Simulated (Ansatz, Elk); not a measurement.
## How far do independent atoms describe SiH2Rh?

Structure refinements treat a crystal as free atoms side by side. For a made-up structure of SiH2Rh (cell and positions from a PBE relaxation) the runs below show what the calculated density changes in F(hkl).

Calculated with Elk 11.2.3 (patched build); DFT, PBE, all-electron APW+lo, Dirac cores, scalar-relativistic bands, static density, no spin.

The structure was built from a prototype and need not be the compound's stable phase.

## (1) The starting structure

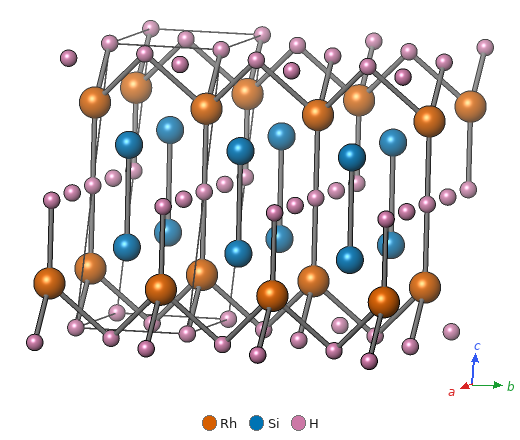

The starting structure, seen slightly off an axis (rhodium orange, silicon blue, hydrogen pink). 2×3×1 cells are drawn. Bonds to atoms that aren't drawn are left out. Some periodic images of atoms are drawn too.

## (2) Ground state and structure factors

An all-electron density is needed, since X-rays see the cores too. Task 0 finds the density and task 195 Fourier-transforms it; tshift is off so that phases refer to the origin typed.

elk.in

```
tasks
  0
  195

xctype
  20

spinpol
  .false.

rgkmax
  7.0

gmaxvr
  14.0

lmaxo
  7

lmaxapw
  8

swidth
  0.002

tshift
  .false.

ramdisk
  .false.

hmaxvr
  5.5

maxscl
  120

epspot
  1e-06

sppath
  './'

avec
  7.13114354585 0.00000000000 -1.31020204450
  0.00000000000 5.23679373907 0.00000000000
  -2.20912782563 0.00000000000 13.16396551680

atoms
  3
  'Rh.in'
  2
  0.8060268548 0.0000000000 0.1977388066   0.000000 0.000000 0.000000
  0.1939731452 -0.0000000000 0.8022611934   0.000000 0.000000 0.000000
  'Si.in'
  2
  0.3722310211 0.5000000000 0.3130084534   0.000000 0.000000 0.000000
  0.6277689789 0.5000000000 0.6869915466   0.000000 0.000000 0.000000
  'H.in'
  4
  0.5000000000 -0.0000000000 0.5000000000   0.000000 0.000000 0.000000
  0.5000000000 0.5000000000 -0.0000000000   0.000000 0.000000 0.000000
  0.0000000000 0.0000000000 0.5000000000   0.000000 0.000000 0.000000
  -0.0000000000 -0.0000000000 0.0000000000   0.000000 0.000000 0.000000

ngridk
  6 8 4
```

Started as:

```bash
$ OMP_NUM_THREADS=4 elk
```

Numbers of over 12 decimals in the logs are rounded to 6 here.

The log of the run:

```text
┌─────────────────────────┐
│ Elk code version 11.2.3 │
└─────────────────────────┘

All units are atomic (Hartree, Bohr, etc.)

┌─────────────────────────────────────────────────┐
│ Ground-state run starting from atomic densities │
└─────────────────────────────────────────────────┘

Lattice vectors :
   7.131143546       0.000000000      -1.310202044
   0.000000000       5.236793739       0.000000000
  -2.209127826       0.000000000       13.16396552

Reciprocal lattice vectors :
  0.9091216277      -0.000000000      0.1525654167
  -0.000000000       1.199815311      -0.000000000
  0.9048436156E-01  -0.000000000      0.4924866158

Unit cell volume      :    476.4420487
Brillouin zone volume :   0.5206303980

Muffin-tin inner radius fraction :   0.1000000000E-01

Nuclei treated as point charges

Species : 1 (Rh)
 parameters loaded from : Rh.in
 name : rhodium
 nuclear charge    :   -45.00000000
 electronic charge :    45.00000000
 atomic mass :    187585.2511
 muffin-tin radius :    2.169467343
 number of radial points in muffin-tin :   1193
 inner part over the whole radius :   0.9923957105E-02
 number on inner part of muffin-tin    :    845
 approximate nuclear radius :   0.8524867730E-04
 number of mesh points to nuclear radius :    428
 atomic positions (lattice), magnetic fields (Cartesian) :
  1 :  -0.19397315  0.00000000  0.19773881    0.00000000  0.00000000  0.00000000
  2 :   0.19397315  0.00000000 -0.19773881    0.00000000  0.00000000  0.00000000

Species : 2 (Si)
 parameters loaded from : Si.in
 name : silicon
 nuclear charge    :   -14.00000000
 electronic charge :    14.00000000
 atomic mass :    51196.73458
 muffin-tin radius :    2.200000000
 number of radial points in muffin-tin :    793
 inner part over the whole radius :   0.9899632250E-02
 number on inner part of muffin-tin    :    553
 approximate nuclear radius :   0.5963282101E-04
 number of mesh points to nuclear radius :    246
 atomic positions (lattice), magnetic fields (Cartesian) :
  1 :   0.37223102  0.50000000  0.31300845    0.00000000  0.00000000  0.00000000
  2 :  -0.37223102  0.50000000 -0.31300845    0.00000000  0.00000000  0.00000000

Species : 3 (H)
 parameters loaded from : H.in
 name : hydrogen
 nuclear charge    :   -1.000000000
 electronic charge :    1.000000000
 atomic mass :    1837.362221
 muffin-tin radius :    1.168174723
 number of radial points in muffin-tin :    393
 inner part over the whole radius :   0.9985854869E-02
 number on inner part of muffin-tin    :    257
 approximate nuclear radius :   0.2766748019E-04
 number of mesh points to nuclear radius :     79
 atomic positions (lattice), magnetic fields (Cartesian) :
  1 :   0.50000000  0.00000000  0.50000000    0.00000000  0.00000000  0.00000000
  2 :   0.50000000  0.50000000  0.00000000    0.00000000  0.00000000  0.00000000
  3 :   0.00000000  0.00000000  0.50000000    0.00000000  0.00000000  0.00000000
  4 :   0.00000000  0.00000000  0.00000000    0.00000000  0.00000000  0.00000000

Total number of atoms per unit cell :    8
Total muffin-tin volume :    201.4560766
 ratio of muffin-tin to unit cell volume :   0.4228343766

Spin treatment :
 spin-unpolarised

Number of Bravais lattice symmetries :    4
Number of crystal symmetries         :    4
Crystal has inversion symmetry
Real symmetric eigensolver will be used

k-point grid :      6     8     4
k-point offset :    0.000000000       0.000000000       0.000000000
k-point set is reduced with full crystal symmetry group
Total number of k-points :       70

Muffin-tin radius times maximum |G+k| :    7.000000000
 using average radius
Maximum |G+k| for APW functions       :    4.175479420
Maximum (1/2)|G+k|²                   :    8.717314194
Maximum |G| for potential and density :    14.00000000
Constant for pseudocharge density :    8
 order of it for each species :   15  15  13
 order of it for pair densities of each species (exact exchange by exxq0 0: 16) :   15  15   4
Radial integration step length :    1

[...]
core                        :    76.00000000
 valence                     :    46.00000000
 interstitial                :    10.36387169
 muffin-tins (core leakage)
  species : 1 (Rh)
   atom 1                    :    42.16563827     (  0.3556640316E-06)
   atom 2                    :    42.16563827     (  0.3556640316E-06)
  species : 2 (Si)
[...]
species : 3 (H)
   atom 1                    :   0.7009481377     (   0.000000000    )
   atom 2                    :   0.5719492230     (   0.000000000    )
[...]
total in muffin-tins        :    111.6361283
 total calculated charge     :    121.9963505
 total charge                :    122.0000000
 error                       :   0.3649493890E-02

RMS change in Kohn-Sham potential (target) :    23.93615714     (  0.1000000000E-05)
Absolute change in total energy (target)   :   0.2606474459     (  0.1000000000E-03)

[... loops 3 to 28 left out ...]

┌──────────────────┐
│ Loop number : 29 │
└──────────────────┘

Energies :
 Fermi                       :     0.352608
 sum of occupied eigenvalues :     -6025.0708858907
 electron kinetic            :      10559.330014261
 core electron kinetic       :      10245.293856248
 Coulomb                     :     -20391.062737804
 Coulomb potential           :     -16166.037651202
 nuclear-nuclear             :     -1148.1937022075
 electron-nuclear            :     -22343.091888186
 Hartree                     :      3100.2228525899
 Madelung                    :     -12308.043912203
 xc potential                :     -418.36324894964
 exchange                    :     -315.09743167441
 correlation                 :     -6.085378
 electron entropic           :    -0.75800044357564E-03
 total energy                :     -10152.916290851

Density of states at Fermi energy :    58.97925516
 (states/Hartree/unit cell)

Estimated indirect band gap :   0.1129488236E-02
 from k-point 11 to k-point 35
Estimated direct band gap   :   0.1078143441E-01
 at k-point 48

Charges :
 core                        :    76.00000000
 valence                     :    46.00000000
 interstitial                :    9.630251328
 muffin-tins (core leakage)
  species : 1 (Rh)
[...]
species : 2 (Si)
[...]
species : 3 (H)
[...]
total in muffin-tins        :    112.3697487
 total calculated charge     :    121.9966642
 total charge                :    122.0000000
 error                       :   0.3335804751E-02

RMS change in Kohn-Sham potential (target) :   0.2216004527E-06 (  0.1000000000E-05)
Absolute change in total energy (target)   :   0.2667020453E-06 (  0.1000000000E-03)

Convergence targets achieved

┌──────────────────┐
│ Loop number : 30 │
└──────────────────┘

Energies :
 Fermi                       :     0.352608
 sum of occupied eigenvalues :     -6025.0708858968
 electron kinetic            :      10559.330014280
 core electron kinetic       :      10245.293856238
 Coulomb                     :     -20391.062737834
 Coulomb potential           :     -16166.037651147
 nuclear-nuclear             :     -1148.1937022075
 electron-nuclear            :     -22343.091888302
 Hartree                     :      3100.2228526758
 Madelung                    :     -12308.043912260
 xc potential                :     -418.36324902995
 exchange                    :     -315.09743167686
 correlation                 :     -6.085378
 electron entropic           :    -0.75800044289735E-03
 total energy                :     -10152.916290865

Density of states at Fermi energy :    58.97925510
 (states/Hartree/unit cell)

Estimated indirect band gap :   0.1129488202E-02
 from k-point 11 to k-point 35
Estimated direct band gap   :   0.1078143441E-01
 at k-point 48

Charges :
 core                        :    76.00000000
 valence                     :    46.00000000
 interstitial                :    9.630251326
 muffin-tins (core leakage)
  species : 1 (Rh)
[...]
atom 2                    :    42.81812685     (  0.3302874987E-06)
  species : 2 (Si)
   atom 1                    :    12.26936655     (  0.1335577474E-02)
   atom 2                    :    12.26936655     (  0.1335577474E-02)
  species : 3 (H)
[...]
atom 2                    :   0.5237300990     (   0.000000000    )
   atom 3                    :   0.4980090245     (   0.000000000    )
   atom 4                    :   0.5731263077     (   0.000000000    )
 total in muffin-tins        :    112.3697487
 total calculated charge     :    121.9966642
 total charge                :    122.0000000
 error                       :   0.3335804755E-02

┌──────────────────────────────┐
│ Self-consistent loop stopped │
└──────────────────────────────┘

Warning : core states of species 2 leak from the muffin-tin :   0.1335577474E-02

Wrote STATE.OUT
```

Wall time 2.9 min (4 threads of AMD EPYC 7R13 (Zen 3), shared host); peak memory 0.22 GiB.

SFACRHO.OUT:

```text

h k l indices transformed by vhmat matrix:
   1.000000000       0.000000000       0.000000000    
   0.000000000       1.000000000       0.000000000    
   0.000000000       0.000000000       1.000000000    

      h      k      l  multipl.   |H|            Re(F)            Im(F)           |F|

      0      0      0      1   0.0000000       122.00000      0.65588157E-16   122.00000    
      0      0     -1      2  0.50072995       17.830456     -0.49733716E-14   17.830456    
      1      0     -1      2  0.88640476      -41.091954      0.36287454E-14   41.091954    
     -1      0      0      2  0.92183423       11.927925     -0.15645218E-15   11.927925    
      0      0     -2      2   1.0014599      -74.250661      0.33883441E-14   74.250661    
     -1      0      2      2   1.1059428      -64.808614     -0.83290965E-14   64.808614    
     -1      0     -1      2   1.1896656       66.483222     -0.97286986E-14   66.483222    
      0     -1      0      2   1.1998153       55.177593     -0.10727395E-13   55.177593    
      0      1      1      4   1.3001105       29.822821      0.94493554E-16   29.822821    
      1      0     -3      2   1.4703627     -0.78844957     -0.17269959E-13  0.78844957    
     -1      1      1      4   1.4917339      -69.836480      0.91198529E-14   69.836480    
      0      0     -3      2   1.5021899      -40.215048      0.40876057E-13   40.215048    
     -1      1      0      4   1.5130549       37.304689     -0.13402506E-13   37.304689    
      0     -1     -2      4   1.5628432      -40.131987      0.18179706E-13   40.131987    
     -1      0     -2      2   1.5755288       38.228136      0.76194385E-15   38.228136    
      1     -1     -2      4   1.6317678      -55.093521      0.11674693E-13   55.093521    
     -1     -1     -1      4   1.6896334       73.307526     -0.30032340E-14   73.307526    
      2      0     -1      2   1.7378875      -71.409766     -0.55315654E-14   71.409766
```

Elk indexes on the primitive cell of elk.in and gives |H| = 4π sin θ/λ in inverse bohr. Below, one row stands for each form hkl of the conventional cell (m members, Friedel mates merged), F is for one primitive cell and the density is static (no thermal factor). Free-atom factors are Waasmaier and Kirfel's, and R is Σm||F|−|F'||/Σm|F|.

```tsv
hkl	m	sin θ/λ (Å⁻¹)	abs F, DFT	neutral atoms	diff.
001	2	0.075	17.831	17.884	-0.053
100	2	0.133	41.092	41.294	-0.202
1 0 -1	2	0.139	11.928	11.995	-0.068
002	2	0.151	74.251	74.298	-0.048
101	2	0.166	64.809	64.903	-0.094
1 0 -2	2	0.179	66.483	66.623	-0.140
010	2	0.180	55.178	55.407	-0.230
011	4	0.196	29.823	29.983	-0.160
102	2	0.221	0.788	0.840	-0.051
110	4	0.224	69.837	70.335	-0.498
003	2	0.226	40.215	40.557	-0.342
1 1 -1	4	0.228	37.305	37.384	-0.080
012	4	0.235	40.132	40.466	-0.334
1 0 -3	2	0.237	38.228	38.491	-0.263
```

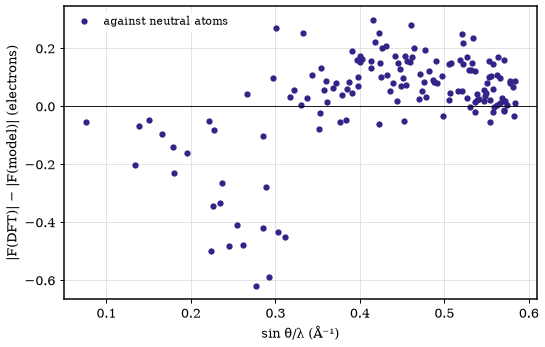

Difference between the calculated structure factors and the independent-atom ones.

## (3) The highest occupied states alone

An energy window below the Fermi level keeps the highest occupied states, to see at which angles they scatter; shallow core shells can lie inside it and anion s states outside. No new self-consistency is needed.

elk.in, as its differences from that of step 2:

```diff
@@ -1,3 +1,2 @@
 tasks
-  0
   195
@@ -40,2 +39,5 @@
 
+wsfac
+  -0.088380 0.652610
+
 sppath
```

Started as:

```bash
$ OMP_NUM_THREADS=4 elk
```

The log of the run:

```text
┌─────────────────────────────────┐
│ Elk code version 11.2.3 started │
└─────────────────────────────────┘

Info(readinput): the functional depends on the density's gradient
 muffin-tin radial points multiplied by    2.00000
 (not where nrmtscf is given)

┌────────────────────┐
│ Current task : 195 │
└────────────────────┘
Info(checkmt): changed muffin-tin radius of species 1 (Rh) from   2.6000 to   2.1695
Info(checkmt): changed muffin-tin radius of species 3 (H) from   1.4000 to   1.1682

Info(sfacrho): density structure factors written to SFACRHO.OUT

 Energy window :  -0.8838000000E-01  0.6526100000

┌──────────────────┐
│ Elk code stopped │
└──────────────────┘
```

It took 7.5 s on 4 threads; peak memory 0.16 GiB; 12 s of CPU time.

States within 12 eV below the Fermi level hold 29.33 electrons; any levels below the window count with the cores, and a count that is not whole means the window cuts a band. Their amplitudes can exceed the total, where window and core parts have opposite phase:

```tsv
hkl	sin θ/λ (Å⁻¹)	abs F, window	abs F, all
001	0.075	2.978	17.831
100	0.133	5.948	41.092
1 0 -1	0.139	1.939	11.928
002	0.151	7.258	74.251
101	0.166	7.505	64.809
1 0 -2	0.179	7.472	66.483
010	0.180	7.559	55.178
011	0.196	1.690	29.823
102	0.221	0.847	0.788
110	0.224	3.735	69.837
```

## (4) Another functional

The difference from free atoms is small, so it is set against the change that LDA (Perdew-Wang) makes.

elk.in, as its differences from that of step 3:

```diff
@@ -1,2 +1,3 @@
 tasks
+  0
   195
@@ -4,3 +5,3 @@
 xctype
-  20
+  3
 
@@ -39,5 +40,2 @@
 
-wsfac
-  -0.088380 0.652610
-
 sppath
```

Started as:

```bash
$ OMP_NUM_THREADS=4 elk
```

The log of the run:

```text
┌─────────────────────────┐
│ Elk code version 11.2.3 │
└─────────────────────────┘

All units are atomic (Hartree, Bohr, etc.)

┌─────────────────────────────────────────────────┐
│ Ground-state run starting from atomic densities │
└─────────────────────────────────────────────────┘

Lattice vectors :
   7.131143546       0.000000000      -1.310202044
   0.000000000       5.236793739       0.000000000
  -2.209127826       0.000000000       13.16396552

Reciprocal lattice vectors :
  0.9091216277      -0.000000000      0.1525654167
[...]
atom 2                    :    12.28400081     (  0.1362811829E-02)
  species : 3 (H)
[...]
atom 3                    :   0.4811996860     (   0.000000000    )
   atom 4                    :   0.5565775044     (   0.000000000    )
 total in muffin-tins        :    112.3471206
 total calculated charge     :    121.9966338
 total charge                :    122.0000000
 error                       :   0.3366182015E-02

┌──────────────────────────────┐
│ Self-consistent loop stopped │
└──────────────────────────────┘

Warning : core states of species 2 leak from the muffin-tin :   0.1362811829E-02

Wrote STATE.OUT
[key lines of the parts left out:]
total energy                :     -10141.792740358
```

Elapsed: 84 s, on 4 threads; peak memory 0.2 GiB; 5.4 min of CPU time.

Against the first run R = 0.06 %; the largest change is -0.065 at 004.

## (5) Basis size

The basis and the expansions that go with it are enlarged, to see whether the differences are converged.

elk.in, as its differences from that of step 4:

```diff
@@ -5,3 +5,3 @@
 xctype
-  3
+  20
 
@@ -11,12 +11,12 @@
 rgkmax
-  7.0
+  8.5
 
 gmaxvr
-  14.0
+  18.0
 
 lmaxo
-  7
+  9
 
 lmaxapw
-  8
+  10
```

Started as:

```bash
$ OMP_NUM_THREADS=4 elk
```

The log of the run:

```text
┌─────────────────────────┐
│ Elk code version 11.2.3 │
└─────────────────────────┘

All units are atomic (Hartree, Bohr, etc.)

┌─────────────────────────────────────────────────┐
│ Ground-state run starting from atomic densities │
└─────────────────────────────────────────────────┘

Lattice vectors :
   7.131143546       0.000000000      -1.310202044
   0.000000000       5.236793739       0.000000000
  -2.209127826       0.000000000       13.16396552

Reciprocal lattice vectors :
  0.9091216277      -0.000000000      0.1525654167
[...]
atom 2                    :    12.26924845     (  0.1335467220E-02)
  species : 3 (H)
[...]
atom 3                    :   0.4984044038     (   0.000000000    )
   atom 4                    :   0.5735247048     (   0.000000000    )
 total in muffin-tins        :    112.3743502
 total calculated charge     :    121.9974432
 total charge                :    122.0000000
 error                       :   0.2556767276E-02

┌──────────────────────────────┐
│ Self-consistent loop stopped │
└──────────────────────────────┘

Warning : core states of species 2 leak from the muffin-tin :   0.1335467220E-02

Wrote STATE.OUT
[key lines of the parts left out:]
total energy                :     -10152.917573303
```

Wall time 7 min (4 threads); peak memory 0.5 GiB; 27 min of CPU time.

Against the first run R = 0.00 %; the largest change is -0.004 at 322.

## (6) Settings against the effect

```tsv
run	R against the first run (%)	R against neutral atoms, low angle (%)	wall time
PBE, rgkmax 7	0.00	0.56	2.9 min
LDA (Perdew-Wang)	0.06	0.57	84 s
rgkmax 8.5 with larger expansions	0.00	0.56	7 min
```

## (7) Summary of results

| Quantity | Value |
| --- | --- |
| R against neutral atoms, sin θ/λ < 0.3 Å⁻¹ | 0.56 % |
| R against neutral atoms, 0.3 to 0.58 Å⁻¹ | 0.32 % |

In words: Independent neutral atoms miss the calculated amplitudes by R = 0.56 % below 0.3 Å⁻¹ and 0.32 % from there to 0.58 Å⁻¹; by shells, 0.46 % below 0.15 Å⁻¹ (3 forms), 0.57 % 0.15 to 0.3 (21 forms), 0.35 % 0.3 to 0.45 (48 forms), 0.30 % above 0.45 (77 forms). Bonding, aspherical density and the tables' own atoms all enter these figures, and the runs don't part them. The largest change of an amplitude is -0.62 electrons, at 2 0 -2. The window's part falls from 29.3 electrons at the origin to at most 0.43 between 0.45 and 0.58 Å⁻¹. Below 0.3 Å⁻¹ the changes that finished (LDA (Perdew-Wang) and rgkmax 8.5 with larger expansions) move F by R = 0.06 % at most, against the 0.56 % that separates it from free atoms. The k-mesh has no finished test. These runs have no spin, though d or f shells may be open. Part of the difference isn't bonding: the tables are fits to free atoms and ions calculated by other methods than this functional. Thermal motion, anomalous dispersion and extinction are left out.

[Logs are printed without paths, hosts, clocks, repeated set-up lines and the standing remarks that a program may print on its own settings, such as how far it seeks lower states.]

[Hosts, paths, dates, database ids (printed as entryN), source tags and the programs' standing remarks are cut or masked in the printed files.]
